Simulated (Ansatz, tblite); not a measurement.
**The cluster Sn₂₃H₃₂: removing and adding an electron**

Aim: the energy of removing and adding an electron for the cluster Sn₂₃H₃₂, by energy differences, and how well orbital energies stand in for it.

The runs use Ansatz 0.2.0, Gaussian basis; as each input shows.

Plan: charge +1 doublet, at the geometry of the singlet (PBE0-D4/def2-TZVP, PBE-D4/def2-TZVP, r2SCAN-D4/def2-TZVP); charge -1 doublet, at the geometry of the singlet (PBE0-D4/def2-TZVP, PBE-D4/def2-TZVP, r2SCAN-D4/def2-TZVP); the starting singlet's energies come from earlier runs.

1 further run of the same task is left out (set aside as unsound or not needed). Runs told in other sessions of the task aren't counted.

## (1) The geometry

The singlet was relaxed beforehand with PBE-D4/def2-SVP.

55 atoms, charge 0, spin multiplicity 1.

Atoms are counted from 1 here; the program's logs count them from 0.

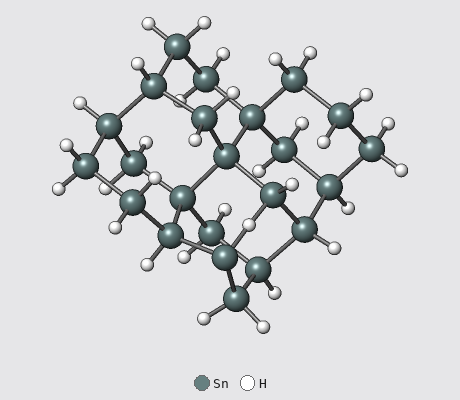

The structure; tin teal, hydrogen white.

Sn takes a core potential in the def2 sets. No spin-orbit coupling is included.

## (2) Charge +1 doublet at the fixed geometry, PBE0-D4/def2-TZVP

Input file in.yaml:

```yaml
crystal:
  periodic: [false, false, false]
  atoms:
    - {symbol: Sn, position_ang: [-4.914625, -1.456274, 2.317304]}
    - {symbol: Sn, position_ang: [-4.914067, 1.910768, -0.890013]}
    - {symbol: Sn, position_ang: [-1.057460, -4.069631, 3.039996]}
    - {symbol: Sn, position_ang: [1.541516, -4.711259, -0.977945]}
    - {symbol: Sn, position_ang: [-1.715888, -1.416226, -0.979386]}
    - {symbol: Sn, position_ang: [-1.434985, 2.048369, 2.221237]}
    - {symbol: Sn, position_ang: [1.570217, -1.461369, 1.963791]}
    - {symbol: Sn, position_ang: [1.663647, 1.951406, -1.108854]}
    - {symbol: Sn, position_ang: [-1.612162, 5.208433, -0.987322]}
    - {symbol: Sn, position_ang: [4.983900, -1.277287, -1.026568]}
    - {symbol: Sn, position_ang: [4.732097, 1.845330, 2.310692]}
    - {symbol: Sn, position_ang: [-2.908236, -3.000115, 1.052038]}
    - {symbol: Sn, position_ang: [-3.412737, 0.204197, -2.556899]}
    - {symbol: Sn, position_ang: [-6.506135, 0.227242, 0.715054]}
    - {symbol: Sn, position_ang: [-3.216498, 3.559254, 0.643699]}
    - {symbol: Sn, position_ang: [-0.037631, -3.020812, -2.596551]}
    - {symbol: Sn, position_ang: [-0.073223, -5.911324, 1.015477]}
    - {symbol: Sn, position_ang: [3.342922, -3.053565, 0.435315]}
    - {symbol: Sn, position_ang: [0.088531, 3.712154, -2.659295]}
    - {symbol: Sn, position_ang: [3.469813, 0.445220, -2.666801]}
    - {symbol: Sn, position_ang: [-0.035166, 0.332677, 0.472410]}
    - {symbol: Sn, position_ang: [3.151213, 3.522992, 0.702463]}
    - {symbol: Sn, position_ang: [6.494140, 0.309661, 0.748913]}
    - {symbol: H, position_ang: [-5.999279, -2.506631, 3.187476]}
    - {symbol: H, position_ang: [-4.182613, -0.434206, 3.520912]}
    - {symbol: H, position_ang: [-5.899231, 2.968267, -1.868301]}
    - {symbol: H, position_ang: [2.508486, -5.777729, -1.965994]}
    - {symbol: H, position_ang: [-2.244966, 1.129975, 3.450728]}
    - {symbol: H, position_ang: [-0.293008, 3.097970, 3.007639]}
    - {symbol: H, position_ang: [0.274471, -2.711121, 2.454427]}
    - {symbol: H, position_ang: [2.003358, -1.035301, 3.596704]}
    - {symbol: H, position_ang: [-2.589191, 6.278388, -1.946769]}
    - {symbol: H, position_ang: [-0.600504, 6.201267, 0.018801]}
    - {symbol: H, position_ang: [6.049701, -2.246374, -2.010442]}
    - {symbol: H, position_ang: [3.662988, 0.737427, 3.122538]}
    - {symbol: H, position_ang: [5.578156, 2.715723, 3.553737]}
    - {symbol: H, position_ang: [-3.794628, -4.226238, 0.172177]}
    - {symbol: H, position_ang: [-4.504254, -0.826893, -3.435046]}
    - {symbol: H, position_ang: [-2.478723, 1.076960, -3.735454]}
    - {symbol: H, position_ang: [-7.485640, -0.718290, -0.366230]}
    - {symbol: H, position_ang: [-7.595915, 1.188569, 1.670786]}
    - {symbol: H, position_ang: [-4.182595, 4.586110, 1.671075]}
    - {symbol: H, position_ang: [-1.051413, -4.010720, -3.606471]}
    - {symbol: H, position_ang: [0.920391, -2.033553, -3.661753]}
    - {symbol: H, position_ang: [-1.338771, -6.715446, 0.121574]}
    - {symbol: H, position_ang: [0.912751, -7.209911, 1.644753]}
    - {symbol: H, position_ang: [4.341356, -3.935456, 1.562980]}
    - {symbol: H, position_ang: [-0.817660, 2.819401, -3.839331]}
    - {symbol: H, position_ang: [1.167394, 4.768945, -3.521568]}
    - {symbol: H, position_ang: [2.626815, -0.434214, -3.902373]}
    - {symbol: H, position_ang: [4.560063, 1.548441, -3.455362]}
    - {symbol: H, position_ang: [2.072282, 4.463659, 1.686364]}
    - {symbol: H, position_ang: [4.178156, 4.635914, -0.148940]}
    - {symbol: H, position_ang: [7.498336, -0.688568, 1.754016]}
    - {symbol: H, position_ang: [7.542202, 1.362598, -0.150806]}
basis:
  gaussian: {orbitals: def2-TZVP, fitting: {mean_field: def2-universal-jkfit}}
total_charge: 1
magnetization: {spin_polarized: true, initial_magnetization: 1}
hamiltonian: {xc: pbe0, dispersion: d4}
scf: {omitted_lower_state_checks: [starts]}
output: {orbitals: {seedname: orbitals}}
```

Launch:

```sh
$ ansatz run in.yaml --threads 11 --pin off --events-out ev --progress --plain --max-ram 174080MiB --backend cuda --devices 0, --max-vram 75GiB
```

Log:

```text
Functional definition: PBE0
  name "PBE0"
  cite "Adamo & Barone, J. Chem. Phys. 110, 6158 (1999) doi:10.1063/1.478522"
  cite "Perdew, Burke & Ernzerhof, Phys. Rev. Lett. 77, 3865 (1996) doi:10.1103/PhysRevLett.77.3865"
  parent pbe
  parameter a = 0.25
  parameter kappa = 0.804
  parameter beta = 0.06672455060314922
  exchange = (1 - a)*pbe_x(kappa = kappa, mu = beta*pi^2/3) + a*exact_x
  correlation = pbe_c(beta = beta)
these checks for a lower state are left out or cut short: starts
5590 factors; integrals over basis functions are off by at most 6.3e-1 eV
mean field evaluation 1: about -134652.3092 eV, gradient 2.6e1 eV
mean field evaluation 2: about -134640.3492 eV, gradient 4.7e1 eV
mean field evaluation 4: about -134656.4472 eV, gradient 5.5e0 eV
mean field evaluation 8: about -134656.6098 eV, gradient 9.3e-1 eV
mean field evaluation 16: about -134656.6193 eV, gradient 2.7e-2 eV
mean field evaluation 32: about -134656.6194 eV, gradient 4.9e-5 eV
mean field -134656.61939291 eV, -4948.5394891546 hartree, gradient 1.2e-5 eV, S^2 0.758385; 0 other end points of the search recorded, 0 dependent functions left out
reference -134656.61953355 eV, -4948.5394943230 hartree; 269, 268 occupied and 1073, 1074 virtual orbitals, 5590 factors
Total energy: -134660.36175043 eV, -4948.6770182567 hartree
Checks for a lower state left out: starts
```

It took 40 s on 1 × H100 with 11 threads of AMD EPYC 7R13, shared host; peak host memory 2.6 GiB.

HOMO -8.82 eV, LUMO -7.81 eV (over both spins); ⟨S²⟩ 0.758 (pure: 0.75).

## (3) Charge +1 doublet at the fixed geometry, PBE-D4/def2-TZVP

start.molden holds the orbitals of an earlier run on this state, given as this run's starting guess.

Edit in.yaml of step 2 so:

```diff
@@ -59,6 +59,6 @@
 basis:
-  gaussian: {orbitals: def2-TZVP, fitting: {mean_field: def2-universal-jkfit}}
+  gaussian: {orbitals: def2-TZVP, fitting: {mean_field: def2-universal-jkfit}, initial_orbitals: start.molden}
 total_charge: 1
 magnetization: {spin_polarized: true, initial_magnetization: 1}
-hamiltonian: {xc: pbe0, dispersion: d4}
+hamiltonian: {xc: pbe, dispersion: d4}
 scf: {omitted_lower_state_checks: [starts]}
```

The command is unchanged.

Log:

```text
Functional definition: PBE
  name "PBE"
  cite "Perdew, Burke & Ernzerhof, Phys. Rev. Lett. 77, 3865 (1996) doi:10.1103/PhysRevLett.77.3865"
  parent pbe
  parameter kappa = 0.804
  parameter beta = 0.06672455060314922
  exchange = pbe_x(kappa = kappa, mu = beta*pi^2/3)
  correlation = pbe_c(beta = beta)
these checks for a lower state are left out or cut short: starts
5590 factors; integrals over basis functions are off by at most 6.3e-1 eV
mean field evaluation 1: about -134648.7536 eV, gradient 1.4e1 eV
mean field evaluation 2: about -134649.7080 eV, gradient 1.0e0 eV
mean field evaluation 4: about -134649.7296 eV, gradient 6.0e-1 eV
mean field evaluation 8: about -134649.7343 eV, gradient 6.3e-5 eV
mean field evaluation 16: about -134649.7343 eV, gradient 3.0e-6 eV
mean field -134649.73427596 eV, -4948.2864657737 hartree, gradient 3.0e-6 eV, S^2 0.752587; 0 other end points of the search recorded, 0 dependent functions left out
reference -134649.73446443 eV, -4948.2864726999 hartree; 269, 268 occupied and 1073, 1074 virtual orbitals, 5590 factors
Total energy: -134653.74795963 eV, -4948.4339659280 hartree
Checks for a lower state left out: starts
```

It took 26 s on 1 × H100 with 11 threads of AMD EPYC 7R13, shared host; peak host memory 2.4 GiB.

From the report: HOMO -8.10 eV, LUMO -8.05 eV (over both spins); ⟨S²⟩ 0.753 (pure: 0.75).

## (4) Charge +1 doublet at the fixed geometry, r2SCAN-D4/def2-TZVP

Edit in.yaml of step 3 so:

```diff
@@ -62,3 +62,3 @@
 magnetization: {spin_polarized: true, initial_magnetization: 1}
-hamiltonian: {xc: pbe, dispersion: d4}
+hamiltonian: {xc: r2scan, dispersion: d4}
 scf: {omitted_lower_state_checks: [starts]}
```

Launched as before.

Log:

```text
Functional definition: r2SCAN
  name "r2SCAN"
  cite "Furness, Kaplan, Ning, Perdew & Sun, J. Phys. Chem. Lett. 11, 8208 (2020) doi:10.1021/acs.jpclett.0c02405"
  cite "Furness, Kaplan, Ning, Perdew & Sun, J. Phys. Chem. Lett. 11, 9248 (2020) doi:10.1021/acs.jpclett.0c03077"
  parent r2scan
  parameter k0 = 0.174
  parameter k1 = 0.065
  parameter a1 = 4.9479
  exchange = r2scan_x(k0 = k0, k1 = k1, a1 = a1)
  correlation = r2scan_c
these checks for a lower state are left out or cut short: starts
5590 factors; integrals over basis functions are off by at most 6.3e-1 eV
mean field evaluation 1: about -134703.4645 eV, gradient 1.2e1 eV
mean field evaluation 2: about -134703.9337 eV, gradient 6.1e-1 eV
mean field evaluation 4: about -134703.9660 eV, gradient 1.5e-1 eV
mean field evaluation 8: about -134703.9665 eV, gradient 5.0e-4 eV
mean field evaluation 16: about -134703.9665 eV, gradient 7.1e-6 eV
mean field -134703.96648775 eV, -4950.2794627969 hartree, gradient 7.1e-6 eV, S^2 0.758860; 0 other end points of the search recorded, 0 dependent functions left out
reference -134703.96656589 eV, -4950.2794656684 hartree; 269, 268 occupied and 1073, 1074 virtual orbitals, 5590 factors
Total energy: -134705.08798921 eV, -4950.3206772154 hartree
Checks for a lower state left out: starts
```

Run time: 25 s. Hardware: 1 × H100 with 11 threads of AMD EPYC 7R13, shared host; peak host memory 3 GiB.

From the report: HOMO -8.27 eV, LUMO -8.13 eV (over both spins); ⟨S²⟩ 0.759 (pure: 0.75).

## (5) Vertical ionisation energy

Charged state less starting state, singlet to doublet; the starting state's energies are those of its earlier runs.

```csv
level,vertical ionisation energy (eV),time
PBE-D4/def2-TZVP,+6.83,36 s
r2SCAN-D4/def2-TZVP,+6.91,37 s
PBE0-D4/def2-TZVP,+7.03,61 s
```

Times add the two runs; a level without a time comes out of a correlated run.

Beside −ε(HOMO) of the starting state:

```csv
level,−ε(HOMO) (eV),by difference (eV),mismatch (eV)
PBE-D4/def2-TZVP,5.43,6.83,-1.40
r2SCAN-D4/def2-TZVP,5.60,6.91,-1.31
PBE0-D4/def2-TZVP,6.15,7.03,-0.89
```

## (6) Charge -1 doublet at the fixed geometry, PBE0-D4/def2-TZVP

Edit in.yaml of step 4 so:

```diff
@@ -59,6 +59,6 @@
 basis:
-  gaussian: {orbitals: def2-TZVP, fitting: {mean_field: def2-universal-jkfit}, initial_orbitals: start.molden}
-total_charge: 1
+  gaussian: {orbitals: def2-TZVP, fitting: {mean_field: def2-universal-jkfit}}
+total_charge: -1
 magnetization: {spin_polarized: true, initial_magnetization: 1}
-hamiltonian: {xc: r2scan, dispersion: d4}
+hamiltonian: {xc: pbe0, dispersion: d4}
 scf: {omitted_lower_state_checks: [starts]}
```

Launched as before.

Log:

```text
Functional definition: PBE0
  name "PBE0"
  cite "Adamo & Barone, J. Chem. Phys. 110, 6158 (1999) doi:10.1063/1.478522"
  cite "Perdew, Burke & Ernzerhof, Phys. Rev. Lett. 77, 3865 (1996) doi:10.1103/PhysRevLett.77.3865"
  parent pbe
  parameter a = 0.25
  parameter kappa = 0.804
  parameter beta = 0.06672455060314922
  exchange = (1 - a)*pbe_x(kappa = kappa, mu = beta*pi^2/3) + a*exact_x
  correlation = pbe_c(beta = beta)
these checks for a lower state are left out or cut short: starts
5590 factors; integrals over basis functions are off by at most 6.3e-1 eV
mean field evaluation 1: about -134661.4481 eV, gradient 3.0e1 eV
mean field evaluation 2: about -134656.8508 eV, gradient 4.2e1 eV
mean field evaluation 4: about -134665.6742 eV, gradient 4.1e0 eV
mean field evaluation 8: about -134665.7677 eV, gradient 7.3e-1 eV
mean field evaluation 16: about -134665.7753 eV, gradient 7.5e-3 eV
mean field -134665.77532308 eV, -4948.8759633823 hartree, gradient 1.7e-5 eV, S^2 0.756320; 0 other end points of the search recorded, 0 dependent functions left out
reference -134665.77546261 eV, -4948.8759685098 hartree; 270, 269 occupied and 1072, 1073 virtual orbitals, 5590 factors
Total energy: -134669.62865307 eV, -4949.0175706475 hartree
Checks for a lower state left out: starts
```

It took 33 s on 1 × H100 with 11 threads of AMD EPYC 7R13, shared host; peak host memory 2.5 GiB.

From the report: HOMO -1.39 eV, LUMO -0.14 eV (over both spins); ⟨S²⟩ 0.756 (pure: 0.75).

## (7) Charge -1 doublet at the fixed geometry, PBE-D4/def2-TZVP

Edit in.yaml of step 6 so:

```diff
@@ -59,6 +59,6 @@
 basis:
-  gaussian: {orbitals: def2-TZVP, fitting: {mean_field: def2-universal-jkfit}}
+  gaussian: {orbitals: def2-TZVP, fitting: {mean_field: def2-universal-jkfit}, initial_orbitals: start.molden}
 total_charge: -1
 magnetization: {spin_polarized: true, initial_magnetization: 1}
-hamiltonian: {xc: pbe0, dispersion: d4}
+hamiltonian: {xc: pbe, dispersion: d4}
 scf: {omitted_lower_state_checks: [starts]}
```

The command is unchanged.

Log:

```text
Functional definition: PBE
  name "PBE"
  cite "Perdew, Burke & Ernzerhof, Phys. Rev. Lett. 77, 3865 (1996) doi:10.1103/PhysRevLett.77.3865"
  parent pbe
  parameter kappa = 0.804
  parameter beta = 0.06672455060314922
  exchange = pbe_x(kappa = kappa, mu = beta*pi^2/3)
  correlation = pbe_c(beta = beta)
these checks for a lower state are left out or cut short: starts
5590 factors; integrals over basis functions are off by at most 6.3e-1 eV
mean field evaluation 1: about -134657.8561 eV, gradient 1.4e1 eV
mean field evaluation 2: about -134658.8013 eV, gradient 1.0e0 eV
mean field evaluation 4: about -134658.8189 eV, gradient 2.2e-1 eV
mean field evaluation 8: about -134658.8197 eV, gradient 5.2e-5 eV
mean field -134658.81970415 eV, -4948.6203491012 hartree, gradient 1.4e-5 eV, S^2 0.751918; 0 other end points of the search recorded, 0 dependent functions left out
reference -134658.81988739 eV, -4948.6203558352 hartree; 270, 269 occupied and 1072, 1073 virtual orbitals, 5590 factors
Total energy: -134662.95405997 eV, -4948.7722838752 hartree
Checks for a lower state left out: starts
```

Wall time 16 s (1 × H100 with 11 threads of AMD EPYC 7R13, shared host); peak host memory 2.4 GiB.

From the report: HOMO -1.10 eV, LUMO -0.89 eV (over both spins); ⟨S²⟩ 0.752 (pure: 0.75).

## (8) Charge -1 doublet at the fixed geometry, r2SCAN-D4/def2-TZVP

Edit in.yaml of step 7 so:

```diff
@@ -62,3 +62,3 @@
 magnetization: {spin_polarized: true, initial_magnetization: 1}
-hamiltonian: {xc: pbe, dispersion: d4}
+hamiltonian: {xc: r2scan, dispersion: d4}
 scf: {omitted_lower_state_checks: [starts]}
```

Launched as before.

Log:

```text
Functional definition: r2SCAN
  name "r2SCAN"
  cite "Furness, Kaplan, Ning, Perdew & Sun, J. Phys. Chem. Lett. 11, 8208 (2020) doi:10.1021/acs.jpclett.0c02405"
  cite "Furness, Kaplan, Ning, Perdew & Sun, J. Phys. Chem. Lett. 11, 9248 (2020) doi:10.1021/acs.jpclett.0c03077"
  parent r2scan
  parameter k0 = 0.174
  parameter k1 = 0.065
  parameter a1 = 4.9479
  exchange = r2scan_x(k0 = k0, k1 = k1, a1 = a1)
  correlation = r2scan_c
these checks for a lower state are left out or cut short: starts
5590 factors; integrals over basis functions are off by at most 6.3e-1 eV
mean field evaluation 1: about -134712.6721 eV, gradient 1.2e1 eV
mean field evaluation 2: about -134713.1389 eV, gradient 5.9e-1 eV
mean field evaluation 4: about -134713.1666 eV, gradient 4.2e-2 eV
mean field evaluation 8: about -134713.1666 eV, gradient 2.1e-5 eV
mean field -134713.16659447 eV, -4950.6175604830 hartree, gradient 2.2e-5 eV, S^2 0.756988; 0 other end points of the search recorded, 0 dependent functions left out
reference -134713.16667269 eV, -4950.6175633573 hartree; 270, 269 occupied and 1072, 1073 virtual orbitals, 5590 factors
Total energy: -134714.32988836 eV, -4950.6603107449 hartree
Checks for a lower state left out: starts
```

Run time: 17 s. Hardware: 1 × H100 with 11 threads of AMD EPYC 7R13, shared host; peak host memory 2.5 GiB.

From the report: HOMO -1.12 eV, LUMO -0.67 eV (over both spins); ⟨S²⟩ 0.757 (pure: 0.75).

## (9) Vertical electron affinity

Starting state less charged state (positive: the electron is bound), singlet to doublet; the starting state's energies are those of its earlier runs.

```csv
level,vertical electron affinity (eV),time
PBE-D4/def2-TZVP,+2.38,25 s
r2SCAN-D4/def2-TZVP,+2.33,29 s
PBE0-D4/def2-TZVP,+2.23,54 s
```

Times add the two runs; a level without a time comes out of a correlated run.

Beside −ε(LUMO) of the starting state:

```csv
level,−ε(LUMO) (eV),by difference (eV),mismatch (eV)
PBE-D4/def2-TZVP,3.56,2.38,+1.18
r2SCAN-D4/def2-TZVP,3.49,2.33,+1.16
PBE0-D4/def2-TZVP,2.95,2.23,+0.72
```

## (10) Results

| quantity | value |
| --- | --- |
| vertical ionisation energy, functionals in def2-TZVP | 6.83 (PBE-D4) to 7.03 eV (PBE0-D4) |
| vertical electron affinity, functionals in def2-TZVP | 2.23 (PBE0-D4) to 2.38 eV (PBE-D4) |

The vertical ionisation energy spans 6.83 to 7.03 eV over the functionals. −ε(HOMO) misses the level's own difference by -0.89 eV at best (PBE0-D4) and -1.40 eV at worst (PBE-D4). The vertical electron affinity spans 2.23 to 2.38 eV over the functionals. −ε(LUMO) misses the level's own difference by +0.72 eV at best (PBE0-D4) and +1.18 eV at worst (PBE-D4).
